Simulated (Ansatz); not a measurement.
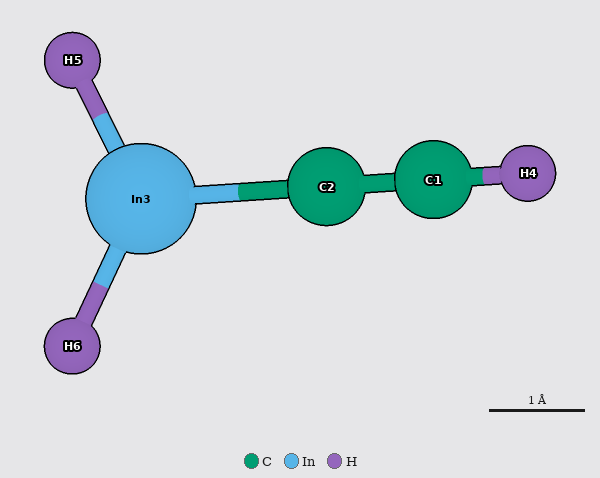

The structure as given in the input (ball-and-stick view, seen at a tilt; atoms are numbered from 1 in the order of the input). Sticks mark near contacts. Bond lengths as drawn: C–C 1.21 Å, C–H 1.07 Å, C–In 2.10 Å and H–In 1.71 Å.

## Single-point calculation, with input and output: C2H3In

C2H3In, computed with RKS r2SCANh-D4/def2-TZVPP (Ansatz 0.2.0).

The geometry comes from this level: PBE0-D4/def2-TZVP.

**Log**
```
Functional definition: r2SCANh
  name "r2SCANh"
  cite "Bursch, Neugebauer, Ehlert & Grimme, J. Chem. Phys. 156, 134105 (2022) doi:10.1063/5.0086040"
  cite "Furness, Kaplan, Ning, Perdew & Sun, J. Phys. Chem. Lett. 11, 8208 (2020) doi:10.1021/acs.jpclett.0c02405"
  cite "Furness, Kaplan, Ning, Perdew & Sun, J. Phys. Chem. Lett. 11, 9248 (2020) doi:10.1021/acs.jpclett.0c03077"
  parent r2scan
  parameter a = 0.1
  parameter k0 = 0.174
  parameter k1 = 0.065
  parameter a1 = 4.9479
  exchange = (1 - a)*r2scan_x(k0 = k0, k1 = k1, a1 = a1) + a*exact_x
  correlation = r2scan_c
925 factors; their error is unknown
mean field evaluation 1: about -7288.4514 eV, gradient 5.0e1 eV
mean field evaluation 2: about -7265.7261 eV, gradient 9.3e1 eV
mean field evaluation 4: about -7294.0737 eV, gradient 1.8e1 eV
mean field evaluation 8: about -7294.8654 eV, gradient 3.7e-1 eV
mean field -7294.86557671 eV, -268.0813653065 hartree, gradient 4.8e-5 eV, S^2 0.000000; 0 other end points of the search recorded, 0 dependent functions left out
reference -7294.86559047 eV, -268.0813658122 hartree; 18, 18 occupied and 136, 136 virtual orbitals, 925 factors
Total energy: -7294.88923590 eV, -268.0822347657 hartree
```

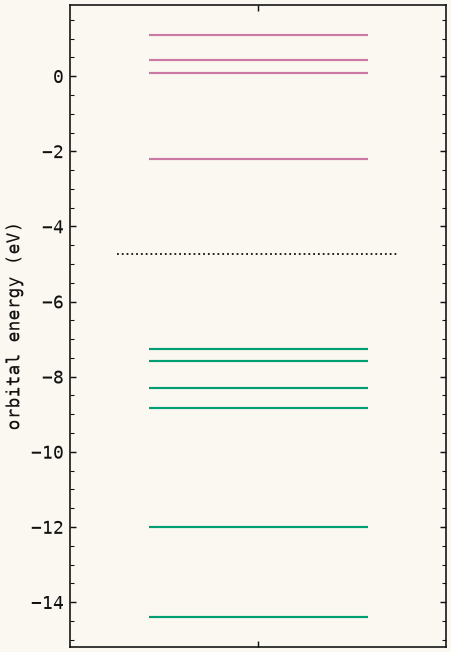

Orbital energies near the frontier; the dotted line parts filled from empty levels, and levels within 0.02 eV of each other stand side by side. Highest filled −7.25 eV, lowest empty −2.22 eV, 5.03 eV apart.

This output came from the following input.

**Input**
```yaml
crystal:
  periodic: [false, false, false]
  atoms:
    - {symbol: C, position_ang: [-0.186568, -1.928023, 0.015100]}
    - {symbol: C, position_ang: [-0.070410, -0.723404, 0.005937]}
    - {symbol: In, position_ang: [0.131869, 1.363933, -0.010620]}
    - {symbol: H, position_ang: [-0.288965, -2.989587, 0.023341]}
    - {symbol: H, position_ang: [0.673512, 2.081547, -1.468779]}
    - {symbol: H, position_ang: [-0.259438, 2.195535, 1.435019]}
basis:
  gaussian: {orbitals: def2-TZVPP}
hamiltonian: {xc: {name: r2SCANh}, dispersion: d4}
output: {orbitals: {seedname: orbitals}}
```

**Key numbers**

| quantity | value |
| --- | --- |
| outcome | converged |
| total energy | −7294.8892 eV |
| mean-field energy | −7294.8656 eV |
| dispersion energy | −0.0236 eV |
| SCF solution under orbital rotations | stable |
| HOMO | −7.25 eV |
| LUMO | −2.22 eV |
| hardware | 2 CPU threads, shared host |
| wall time | 2.1 s (CPU time 3.8 s) |
| peak memory | 0.31 GiB |
